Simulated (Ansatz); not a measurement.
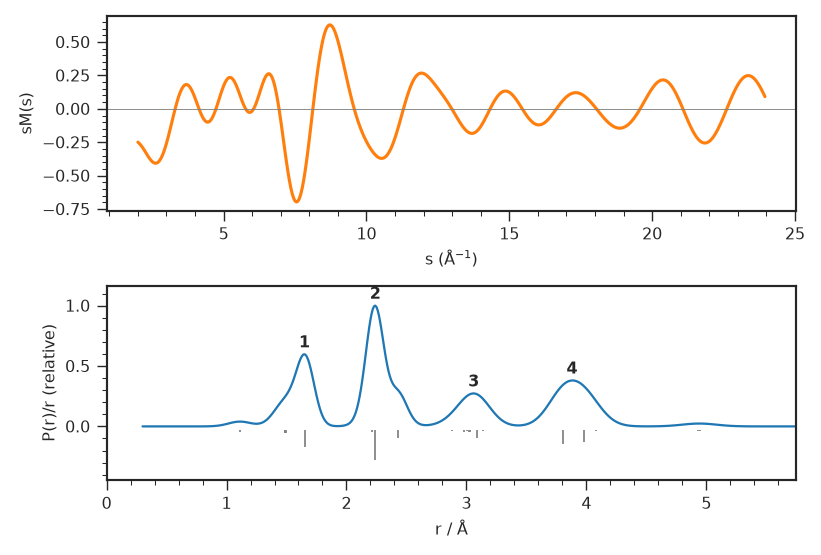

Simulated gas electron diffraction: reduced molecular intensity sM(s) from the Debye equation in the first Born approximation (top) and the radial distribution curve (bottom) of CH4NaSSi (charge +1, ignored in the scattering factors). Each pair of atoms contributes with weight ZᵢZⱼ/r (bars below the curve); damping constant 0.0015 Å²; vibrational amplitudes assumed, not computed: 0.05 Å for bonds, 0.078 Å for bonds to H, 0.06 + 0.015 r up to 0.15 Å for other pairs. The geometry is the end point of an optimisation (RKS PBE0/cc-pVDZ in Ansatz 0.2.0); it may be a saddle point or a higher isomer.

Read the positions of the numbered peaks and name the main pairs (– for bonds).

Answer. Peak 1, 1.65 Å: Si–H 1.49–1.50 Å (×3), S–C 1.66 Å, not resolved
Peak 2, 2.24 Å: S–Si 2.24 Å; in its flanks Na–C 2.43 Å
Peak 3, 3.06 Å: Na···H 2.88–3.14 Å (×2), S···H 2.98–3.03 Å (×3), Si···C 3.09 Å, not resolved
Peak 4, 3.88 Å: S···Na 3.80 Å, Si···Na 3.98 Å, not resolved
